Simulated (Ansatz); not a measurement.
Amorphous Hf18O39Al2

Preparation: random packing, a CHGNet melt and quench, and a DFT relaxation. O atoms were pushed apart under 1.9 Å during the dynamics, to hinder bonds among them. The hot cell started wider than the set density and was brought back towards it in steps. It is the lowest in DFT energy of 2 quenches. It is a model cell: composition and starting density were chosen by hand, and all elements were melted together. No dispersion term was used.

Methods: PBE, scalar-relativistic without spin-orbit coupling (Ansatz, a quantum-chemistry and plane-wave program); r2SCAN, scalar-relativistic without spin-orbit coupling (Ansatz); HSE06, scalar-relativistic without spin-orbit coupling (Ansatz). Geometry, pressure, stress and energy are those of the PBE run. Its sampling: a 2×2×2 Γ-centred mesh; Fermi-Dirac width 0.02 eV; no spin polarisation. Other functionals are single points at the zone centre (r2SCAN at 500 eV; exact exchange cut at the cell's faces), free to take moments where seeds were set. At PBE the levels at the filled edge of the gap are localised (band-tail or defect states), and the nearest spread-out levels lie 4.1 eV apart at the zone centre.

The number of atoms in the cell is 59. The density (held, not predicted) is 8.56 g/cm³. The volume per atom is 12.79 Å³, the pressure on a 2×2×2 Γ-centred mesh is -0.32 GPa and the largest force and stress component on that mesh (the relaxation ran on the zone centre alone) is 0.08 eV/Å and 0.4 GPa. The energy relative to HfO2 (P2_1/c) + corundum (lowest mix at this level among the phases computed, not always the ambient ones) is 0.188 eV/atom. The level gap on a 2×2×2 Γ-centred mesh (PBE) is 3.68 eV and the level gap at the zone centre (PBE) comes out as 3.81 eV. The level gap at the zone centre (r2SCAN) is 4.28 eV. The level gap at the zone centre (HSE06) is 5.38 eV.

Bonds are counted up to Hf-Hf 3.34 Å, Hf-O 2.62 Å, Hf-Al 3.00 Å, O-O 1.58 Å, O-Al 2.24 Å, Al-Al 2.66 Å. Two cations that share two anions don't count as bonded, nor two that share one unless they lie closer than Hf-Hf 3.25 Å, Hf-Al 2.92 Å, Al-Al 2.59 Å.

```
Property                                                                  Result
---------------------------------  ---------------------------------------------
Mean coordination of Hf by anions  6.33 (3 with 5, 7 with 6, 7 with 7, 1 with 8)
Mean coordination of O                      3.18 (1 with 2, 30 with 3, 8 with 4)
Mean coordination of Al by anions                                5.00 (2 with 5)
Mean Hf-O bond                             2.146 Å (spread 0.110 Å, 114 counted)
Mean O-Al bond                              1.867 Å (spread 0.052 Å, 10 counted)
```

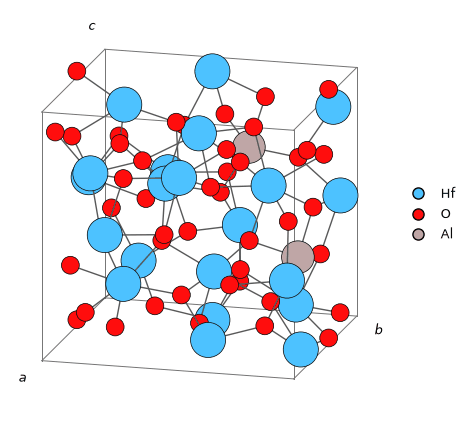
Figure. The relaxed cell

Its density started from a set value of 8.56 g/cm³. Cooling (nominally 300 K/ps over its main leg) ran many orders faster than in experiment, which tends to leave more defects and strain. Values belong to this one cell and scatter from quench to quench. The volume was held where the preparation left it and the shape relaxed, at a PBE pressure of -0.3 GPa (tension).
